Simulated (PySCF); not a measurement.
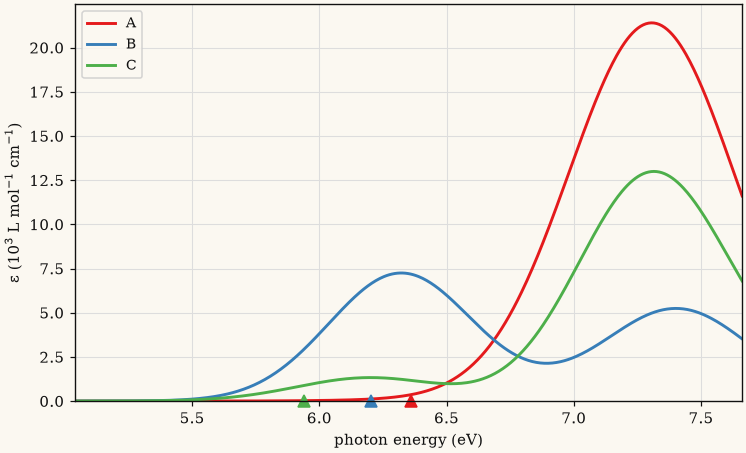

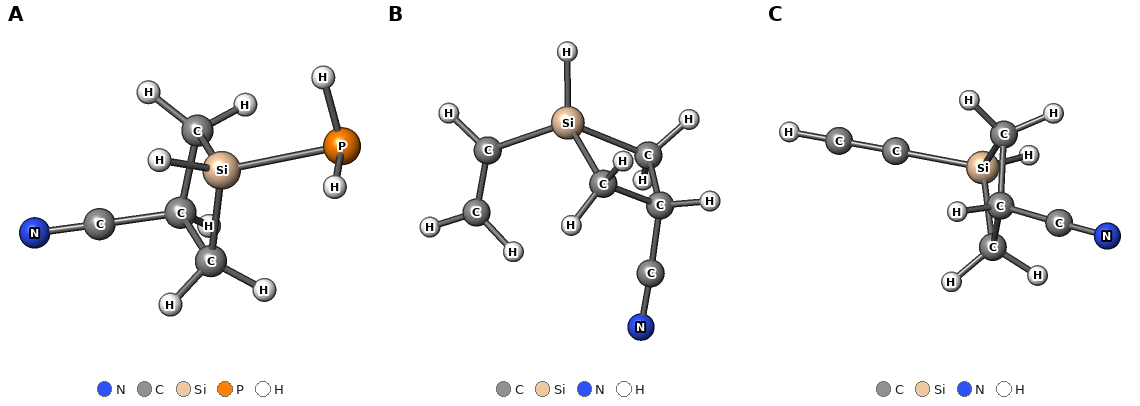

Related molecules: A is C₄H₈NPSi, SMILES N#C[C@H]1C[Si@H](P)C1; B is C₆H₉NSi, SMILES C=C[Si@H]1C[C@@H](C#N)C1; C is C₆H₇NSi, SMILES C#C[Si@H]1C[C@H](C#N)C1. Vertical TDDFT absorption, CAM-B3LYP/def2-SVPD with PySCF 2.14.0, at a GFN2-xTB geometry (no frequency check); Gaussians of 1/e half-width 0.40 eV, triangles mark S1, and the range ends where the computed states of one molecule run out.

**How does the lowest singlet move?**

A: 6.36 eV (f = 0.001, mainly HOMO → LUMO (82 %)); B: 6.20 eV (f = 0.003, mainly HOMO−1 → LUMO (72 %)); C: 5.94 eV (f = 0.000, mainly HOMO−1 → LUMO (57 %)). From A to B it shifts 0.16 eV to the red; the leading orbital pair differs. From A to C it shifts 0.42 eV to the red; the leading orbital pair differs.

**And the brightest state of each within the range drawn?**

A: S4 at 7.20 eV, f = 0.29; B: S2 at 6.32 eV, f = 0.18; C: S5 at 7.30 eV, f = 0.30.

Caveats, for all or some of the runs: core orbitals are frozen in the response; one conformer of a flexible molecule; the tight-binding geometry is rougher than a DFT one and adds to the error.
